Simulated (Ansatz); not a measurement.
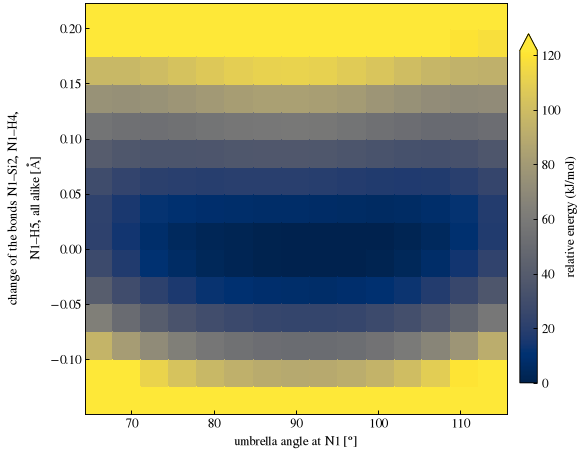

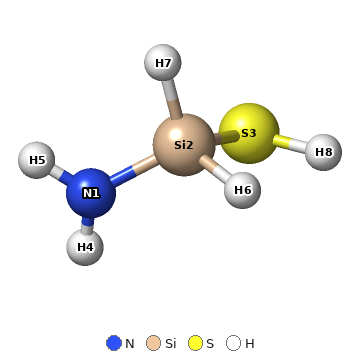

Energy landscape of H5NSSi, SMILES N[SiH2]S. The first coordinate is: umbrella angle at N1 (between each of its bonds and their common axis; 90 is planar); the second: change of the bonds N1–Si2, N1–H4, N1–H5, all alike. Nothing is relaxed (all other coordinates rigid). The scan uses a 15 × 15 grid. Points are written as (first, second). All energies are given in kJ/mol relative to the lowest grid point. The calculation used RKS SPW92 (LDA)/def2-TZVP (Ansatz 0.2.0).

In the figure: one coloured cell a grid point, one colour for all values above the top of the scale. The second picture is the structure at the lowest point.

### What does the map say about the system?

The lowest grid point is at (96.9°, 0.012 Å). The highest grid point, (66.0°, −0.137 Å), lies 198 kJ/mol above the lowest.

Grid values (kJ/mol):

```csv
"second ↓, first →",66.0,69.4,72.9,76.3,79.7,83.1,86.6,90.0,93.4,96.9,100.3,103.7,107.1,110.6,114.0
0.211,147,150,155,160,165,170,172,173,172,168,163,158,152,147,143
0.187,122,123,127,131,135,139,141,142,141,138,133,128,124,120,118
0.162,97,97,100,103,106,109,111,112,110,108,104,100,96,94,93
0.137,75,74,75,77,80,82,83,84,83,80,77,74,72,70,71
0.112,56,53,53,54,56,57,58,58,58,56,54,51,50,50,52
0.087,40,36,35,35,36,36,37,37,36,35,33,32,31,32,36
0.062,29,24,21,20,19,20,20,20,19,18,17,17,17,20,25
0.037,22,16,11,9,8,8,8,7,7,6,6,6,8,12,18
0.012,22,13,8,5,3,2,1,0,0,0,0,2,4,9,17
−0.012,27,18,11,6,4,2,1,0,0,0,1,3,7,13,23
−0.037,41,29,21,16,12,10,8,8,8,8,10,13,18,25,36
−0.062,63,50,41,34,30,27,25,24,24,25,27,31,37,46,58
−0.087,95,81,70,63,57,54,51,50,51,52,55,60,67,77,91
−0.112,140,124,112,103,97,93,90,89,89,91,95,100,108,120,135
−0.137,198,181,167,158,150,145,142,141,141,144,148,154,164,177,194
```

Each point was launched as `ansatz run input.yaml --threads 1 --pin off --max-ram 2560MiB --backend cpu --events-out ev --progress --plain --runs-dir out`. The whole map (225 points run) took 8.7 min on 1 thread of Arm Neoverse V1, on a shared host.
